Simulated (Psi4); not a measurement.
# AlClF2 (SMILES [F][Al]([F])[Cl]): OMP2/def2-SVPD (density fitting for correlation)

Aim: the vertical singlet–triplet gap of AlClF2 at OMP2/def2-SVPD (density fitting for correlation), from 2 runs. 

The results are computed with Psi4 1.11.

1 further run of the same task is left out (set aside as unsound or not needed).

## (1) Starting point

AlClF2 has 4 atoms, charge 0, and is taken as a singlet. SMILES: `[F][Al]([F])[Cl]`. The shape is that of a PBE0-D4/def2-TZVP optimisation.

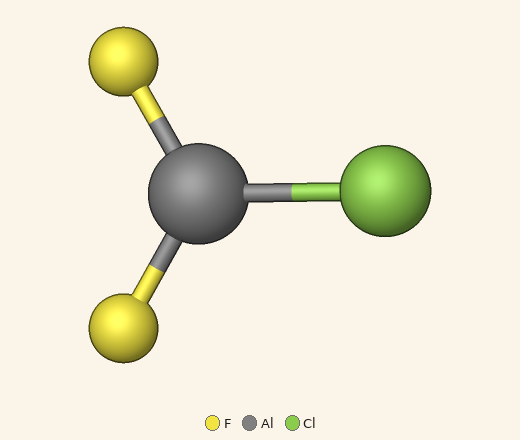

The structure, seen from a chosen angle (fluorine yellow, aluminium grey, chlorine green).

## (2) The energy at OMP2/def2-SVPD (density fitting for correlation)

calc.inp reads:

```
memory 2200 mb

molecule geom {
  0 1
  F
  Al 1 1.630698
  F 2 1.630693 1 118.97296
  Cl 2 2.060827 3 120.5138 1 -179.98463
  units angstrom
  symmetry c1
}

set globals {
  basis           def2-SVPD
  puream          true
  e_convergence   1e-09
  d_convergence   1e-08
  scf_type        pk
  num_frozen_docc 12
}

result, w = energy('omp2', return_wfn=True)
```

Command:

```sh
$ psi4 calc.inp calc.out -n 1
```

calc.out:

```text
[...]
  Running in c1 symmetry.
[...]
  Nuclear repulsion =  198.347941178733493
[...]
  Multiplicity = 1
[...]
  Nalpha       = 24
  Nbeta        = 24
[...]
    Number of basis functions: 97
[...]
   @RHF iter   1:  -900.06804285055478   -9.71648e-01   5.36235e-03 DIIS/ADIIS
[...]
   @RHF iter  10:  -900.16419481103765   -1.83036e-11   6.11664e-09 DIIS
[...]
    Orbital Energies [Eh]
    ---------------------
    Doubly Occupied:
       1A   -104.820426     2A    -58.562098     3A    -26.290404
       4A    -26.290402     5A    -10.582516     6A     -8.056871
       7A     -8.054942     8A     -8.054708     9A     -4.987156
      10A     -3.308050    11A     -3.306799    12A     -3.306276
      13A     -1.556160    14A     -1.546960    15A     -1.110213
      16A     -0.729940    17A     -0.695153    18A     -0.673715
      19A     -0.667427    20A     -0.654113    21A     -0.648912
      22A     -0.564713    23A     -0.500412    24A     -0.495777
[...]
  @RHF Final Energy:  -900.16419481103765
   => Energetics <=
    Nuclear Repulsion Energy =            198.3479411787334925
    One-Electron Energy =               -1646.0959923734731092
    Two-Electron Energy =                 547.5838563837020274
    Total Energy =                       -900.1641948110376461
[...]
 Multipole Moments:
 ------------------------------------------------------------------------------------
     Multipole            Electronic (a.u.)      Nuclear  (a.u.)        Total (a.u.)
 ------------------------------------------------------------------------------------
 L = 1.  Multiply by 2.5417464519 to convert [e a0] to [Debye]
 Dipole X            :         -0.0005525            0.0001855           -0.0003670
 Dipole Y            :         -0.8603455            1.0258532            0.1655077
 Dipole Z            :         -0.5070361            0.6045964            0.0975603
 Magnitude           :                                                    0.1921222
[...]
	Warning: cc_lambda option is changed to TRUE
	For this residual convergence, default PCG convergence is:     1.00e-07
[...]
	DF-MP2 Total Energy (a.u.)         :  -900.75857892712816
[...]
	DF-MP2 Total Energy (a.u.)         :  -900.76596108393846
[...]
	DF-OMP2 Total Energy (a.u.)        :  -900.76596108393699
[...]
```

Run time: 2.7 min. Hardware: 1 thread of Intel Xeon at 2.50GHz (Skylake/Cascade Lake), shared host; peak memory 0.35 GiB.

## (3) The triplet

alclf2.xyz reads:

```xyz
4
AlClF2
F      0.997200     0.721760     1.149640
Al     0.069280    -0.050750     0.053570
F      0.273490    -1.653820    -0.164660
Cl    -1.339980     0.982810    -1.038560
```

job.py reads:

```python
import psi4

psi4.set_memory(2200000000)
psi4.set_num_threads(1)
psi4.core.set_output_file('psi4.out', False)

with open('alclf2.xyz') as f:
    atoms = ''.join(f.readlines()[2:])
geom = psi4.geometry('0 3\n' + atoms + 'symmetry c1')

psi4.set_options({
    'basis': 'def2-SVPD',
    'reference': 'uhf',
    'puream': True,
    'e_convergence': 1e-09,
    'd_convergence': 1e-08,
    'scf_type': 'pk',
    'num_frozen_docc': 12,
    'maxiter': 100,
})

result = psi4.energy('omp2', molecule=geom)
print(f'omp2 energy: {result:.10f} Eh')
for k, v in sorted(psi4.core.scalar_variables().items()):
    print(f'{k:45s} {v:18.10f}')
```

Command:

```sh
$ python job.py
```

psi4.out:

```text
[...]
  Running in c1 symmetry.
[...]
  Nuclear repulsion =  198.347935170660406
[...]
  Multiplicity = 3
[...]
  Nalpha       = 25
  Nbeta        = 23
[...]
    Number of basis functions: 97
[...]
   @UHF iter   1:  -899.75174386009303   -6.55349e-01   5.88042e-03 ADIIS/DIIS
[...]
   @UHF iter  18:  -899.89946497279868   -4.93401e-11   5.44779e-09 DIIS
[...]
   @S^2 Observed:                2.010042431E+00
[...]
    Orbital Energies [Eh]
    ---------------------
    Alpha Occupied:
       1A   -104.997017     2A    -58.527993     3A    -26.257460
       4A    -26.257458     5A    -10.761345     6A     -8.251461
       7A     -8.229437     8A     -8.225863     9A     -4.959409
      10A     -3.277241    11A     -3.275047    12A     -3.272451
      13A     -1.528075    14A     -1.519019    15A     -1.307442
      16A     -0.736894    17A     -0.725269    18A     -0.686388
      19A     -0.669851    20A     -0.650783    21A     -0.636389
      22A     -0.626542    23A     -0.616432    24A     -0.615525
      25A     -0.187401
    Alpha Virtual:
[...]
  @UHF Final Energy:  -899.89946497279868
   => Energetics <=
    Nuclear Repulsion Energy =            198.3479351706604064
    One-Electron Energy =               -1644.1744495145785550
    Two-Electron Energy =                 545.9270493711195513
    Total Energy =                       -899.8994649727986825
  UHF NO Occupations:
  HONO-2 :   23  A 1.9965319
  HONO-1 :   24  A 1.0000000
[...]
 Multipole Moments:
 ------------------------------------------------------------------------------------
     Multipole            Electronic (a.u.)      Nuclear  (a.u.)        Total (a.u.)
 ------------------------------------------------------------------------------------
 L = 1.  Multiply by 2.5417464519 to convert [e a0] to [Debye]
 Dipole X            :         -0.6982067           -0.8142203           -1.5124269
 Dipole Y            :          0.5016681            0.5972125            1.0988807
 Dipole Z            :         -0.5222946           -0.6311056           -1.1534001
 Magnitude           :                                                    2.1966579
[...]
	Warning: cc_lambda option is changed to TRUE
	For this residual convergence, default PCG convergence is:     1.00e-07
[...]
	DF-SCS-MP2 Total Energy (a.u.)     :  -900.45391286106985
	DF-SOS-MP2 Total Energy (a.u.)     :  -900.44139355293555
[...]
	DF-SCS-OMP2 Total Energy (a.u.)    :  -900.46235344391471
	DF-SOS-OMP2 Total Energy (a.u.)    :  -900.40564324729712
	DF-SCS(N)-OMP2 Total Energy (a.u.) :  -900.18574907093466
[...]
	DF-OMP2 Total Energy (a.u.)        :  -900.48921983477453
[...]
```

Wall time 8.2 min (1 thread of Intel Xeon at 2.50GHz (Skylake/Cascade Lake), shared host); peak memory 0.35 GiB.

## (4) What came out

At OMP2/def2-SVPD (density fitting for correlation), 12 core orbitals frozen:

| quantity | value |
| --- | --- |
| singlet: total energy | -900.76596 Eh |
| singlet: HOMO energy (Hartree–Fock orbitals) | -13.49 eV |
| singlet: LUMO energy (Hartree–Fock orbitals) | 0.69 eV |
| singlet: HOMO–LUMO gap (Hartree–Fock orbitals) | 14.18 eV |
| singlet: correlation energy (12 core orbitals frozen) | -601.8 mEh |
| triplet: total energy | -900.48922 Eh |
| triplet: HOMO energy (Hartree–Fock orbitals) (highest over α and β) | -5.10 eV |
| triplet: LUMO energy (Hartree–Fock orbitals) (lowest over α and β) | -4.66 eV |
| triplet: correlation energy (12 core orbitals frozen) | -589.8 mEh |
| triplet: ⟨S²⟩ of the reference determinant | 2.010 |
| vertical energy of the triplet above the singlet | 7.531 eV |

At this shape the triplet lies 7.53 eV (174 kcal/mol) above the singlet.
